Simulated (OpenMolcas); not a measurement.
# HBS (SMILES B=S), step by step

We compute a single-point energy (HF/ANO-RCC-MB), then a single-point energy (CASSCF(10,9)/ANO-RCC-VTZP), then a single-point energy (CASPT2(10,9)/ANO-RCC-VTZP) of HBS. 

The calculation is run with OpenMolcas 26.06.

## (1) The molecule

HBS has 3 atoms, charge 0, and is taken as a singlet. SMILES: `B=S`. The coordinates come from a GFN2-xTB relaxation.

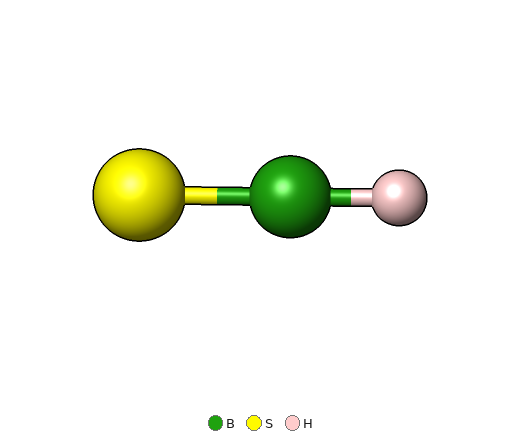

Viewed from a chosen angle; boron green, sulfur yellow, hydrogen pink.

## (2) The energy at HF/ANO-RCC-MB (DKH2) (run 1)

input.xyz reads:

```xyz
3

B     -0.041030    -0.016100     0.142540
S      0.395320     0.146510    -1.379660
H     -0.354300    -0.130410     1.237110
```

step1.input reads:

```
* BHS Hartree-Fock
>>> EXPORT MOLCAS_PRINT=2

&GATEWAY
 Coord
 input.xyz
 Basis
 ANO-RCC-MB
 Group
 NoSym

&SEWARD

&SCF
 PrOrbitals
 1 1
```

The run is started by

```console
$ export MOLCAS_MEM=1860
$ pymolcas step1.input > step1.log
```

The log of the run, shortened:

```text
--- Start Module: gateway ---
[...]
--- Stop Module: gateway /rc=_RC_ALL_IS_WELL_ ---
--- Start Module: seward ---
[...]
      Basis functions           15
--- Stop Module: seward /rc=_RC_ALL_IS_WELL_ ---
--- Start Module: scf ---
[...]
       Convergence after   8 Iterations
[...]
::    Total SCF energy                               -423.8042424129
[...]
      Total spin, S                                     0.0000000000
[...]
      Total electronic charge=   22.000000
      Total            charge=   -0.000000
[...]
      Dipole Moment (debye):
      Origin of the operator (angstrom)=    0.2689    0.0995   -0.9387
                   X= -4.2176E-01               Y= -1.5782E-01               Z=  1.4708E+00           Total=  1.5382E+00
      Quadrupole Moment (debye*angstrom):
[...]
--- Stop Module: scf /rc=_RC_ALL_IS_WELL_ ---
[...]
```

It took 1.9 s on 1 thread of Arm Neoverse V1, shared host; peak memory 0.37 GiB.

## (3) The energy at CASSCF(10,9)/ANO-RCC-VTZP (DKH2, RICD fitting) (run 2)

input.xyz is that of step 2.

step2.input reads:

```
&GATEWAY
 Coord=input.xyz
 Basis=ANO-RCC-MB
 Group=NoSym

&SEWARD

&RASSCF
 FileOrb=$CurrDir/step1.ScfOrb
 Spin=1
 Nactel=10 0 0
 Inactive=6
 Ras2=9
 OrbListing=Nothing
>>> COPY $Project.RunFile RUNFIL1
>>> COPY $Project.RasOrb INPORB

&GATEWAY
 Coord=input.xyz
 Basis=ANO-RCC-VTZP
 Group=NoSym
 RICD

&SEWARD
>>> COPY $Project.RunFile RUNFIL2

&EXPBAS

&RASSCF
 FileOrb=$Project.ExpOrb
 Spin=1
 Nactel=10 0 0
 Inactive=6
 Ras2=9
 OrbListing=Nothing
 OrbAppear=Compact
```

The run is started by

```console
$ export MOLCAS_MEM=1860
$ pymolcas step2.input > step2.log
```

The log of the run, shortened:

```text
--- Start Module: gateway ---
[...]
--- Stop Module: gateway /rc=_RC_ALL_IS_WELL_ ---
[...]
      Basis functions           15
[...]
      Number of active orbitals                  9
[...]
      Spin quantum number                      0.0
[...]
      Active orbitals                            9
[...]
      Number of CSFs                          5292
[...]
      Number of root(s) required                 1
[...]
      Convergence after  5 iterations
[...]
      printout of CI-coefficients larger than  0.05 for root  1
      energy=    -423.891982
      conf/sym  111111111     Coeff  Weight
             1  222220000  -0.95967 0.92097
             3  222202000   0.11103 0.01233
            19  222udud00  -0.10196 0.01040
            20  222uudd00  -0.08733 0.00763
           105  2u22du0d0  -0.06591 0.00434
           179  222020200   0.11102 0.01233
[...]
      Natural orbitals and occupation numbers for root  1
      sym 1:   1.997263   1.974476   1.979461   1.942095   1.942095   0.062075   0.062075   0.029101   0.011359
      ************************************************************************************************************************
      *                                                    Final results                                                     *
[...]
::    RASSCF root number  1 Total energy:   -423.89198192
[...]
      Basis functions           78
[...]
--- Start Module: expbas ---
[...]
--- Stop Module: expbas /rc=_RC_ALL_IS_WELL_ ---
--- Start Module: rasscf ---
[...]
      Convergence after 15 iterations
[...]
      Natural orbitals and occupation numbers for root  1
      sym 1:   1.995844   1.966738   1.982297   1.955804   1.955804   0.049822   0.049822   0.027943   0.015928
      ************************************************************************************************************************
      *                                                    Final results                                                     *
[...]
::    RASSCF root number  1 Total energy:   -424.02025618
[...]
      Total electronic charge=   22.000000
      Total            charge=   -0.000000
[...]
      Dipole Moment (debye):
      Origin of the operator (angstrom)=    0.2689    0.0995   -0.9387
                   X= -3.7038E-01               Y= -1.3783E-01               Z=  1.2922E+00           Total=  1.3513E+00
      Quadrupole Moment (debye*angstrom):
[...]
--- Stop Module: rasscf /rc=_RC_ALL_IS_WELL_ ---
[...]
```

It took 11 s on 1 thread of Arm Neoverse V1, shared host; peak memory 0.37 GiB.

## (4) A single-point energy at CASPT2(10,9)/ANO-RCC-VTZP (DKH2, RICD fitting, ipea shift 0.25 Eh, pt2 variant SS) (run 3)

input.xyz is that of step 3.

step3.input reads:

```
&GATEWAY
  Coord=input.xyz
  Basis=ANO-RCC-VTZP
  Group=NoSym
  RICD

&SEWARD

&RASSCF
  FileOrb=$CurrDir/step2.RasOrb
  Spin=1
  Nactel=10 0 0
  Inactive=6
  Ras2=9
  OrbListing=Nothing
  OrbAppear=Compact

&CASPT2
  Imaginary=0.2
```

The run is started by

```console
$ export MOLCAS_MEM=1860
$ pymolcas step3.input > step3.log
```

The log of the run, shortened:

```text
--- Start Module: gateway ---
[...]
--- Stop Module: gateway /rc=_RC_ALL_IS_WELL_ ---
[...]
      Basis functions           78
[...]
--- Start Module: rasscf ---
[...]
      Number of active orbitals                  9
[...]
      Spin quantum number                      0.0
[...]
      Active orbitals                            9
[...]
      Number of CSFs                          5292
[...]
      Number of root(s) required                 1
[...]
      Convergence after  6 iterations
[...]
      printout of CI-coefficients larger than  0.05 for root  1
      energy=    -424.020256
      conf/sym  111111111     Coeff  Weight
             1  222220000  -0.96485 0.93093
             3  222202000   0.09569 0.00916
            19  222udud00  -0.08719 0.00760
            20  222uudd00  -0.07365 0.00542
           106  2u22ud0d0  -0.06674 0.00445
           179  222020200   0.09569 0.00916
[...]
      Natural orbitals and occupation numbers for root  1
      sym 1:   1.995845   1.966733   1.982298   1.955809   1.955809   0.049818   0.049818   0.027942   0.015927
      ************************************************************************************************************************
      *                                                    Final results                                                     *
[...]
::    RASSCF root number  1 Total energy:   -424.02025618
[...]
      Total electronic charge=   22.000000
      Total            charge=   -0.000000
[...]
      Dipole Moment (debye):
      Origin of the operator (angstrom)=    0.2689    0.0995   -0.9387
                   X= -3.7041E-01               Y= -1.3784E-01               Z=  1.2923E+00           Total=  1.3514E+00
      Quadrupole Moment (debye*angstrom):
[...]
--- Stop Module: rasscf /rc=_RC_ALL_IS_WELL_ ---
[...]
--- Start Module: caspt2 ---
[...]
      E2 (Variational):          -0.1776500537
      Total energy:            -424.1979062317
[...]
      Reference weight:           0.93510
[...]
::    CASPT2 Root  1     Total energy:   -424.19790623
[...]
--- Stop Module: caspt2 /rc=_RC_ALL_IS_WELL_ ---
[...]
```

Wall time 8.4 s (1 thread of Arm Neoverse V1, shared host); peak memory 0.083 GiB.

## (5) Results

```
                                                        quantity          value
                              run 1, HF/ANO-RCC-MB: total energy  -423.80424 Eh
                             run 1, HF/ANO-RCC-MB: dipole moment         1.54 D
                               run 1, HF/ANO-RCC-MB: HOMO energy      -12.41 eV
                               run 1, HF/ANO-RCC-MB: LUMO energy        1.97 eV
                             run 1, HF/ANO-RCC-MB: HOMO–LUMO gap       14.38 eV
                  run 2, CASSCF(10,9)/ANO-RCC-VTZP: total energy  -424.02026 Eh
run 2, CASSCF(10,9)/ANO-RCC-VTZP: dipole moment (CASSCF density)         1.35 D
                  run 3, CASPT2(10,9)/ANO-RCC-VTZP: total energy  -424.19791 Eh
run 3, CASPT2(10,9)/ANO-RCC-VTZP: dipole moment (CASSCF density)         1.35 D
```

What this shows: Mulliken charges (run 1, HF/ANO-RCC-MB) run from -0.10 on S2 to +0.08 on H3; they depend strongly on the basis.
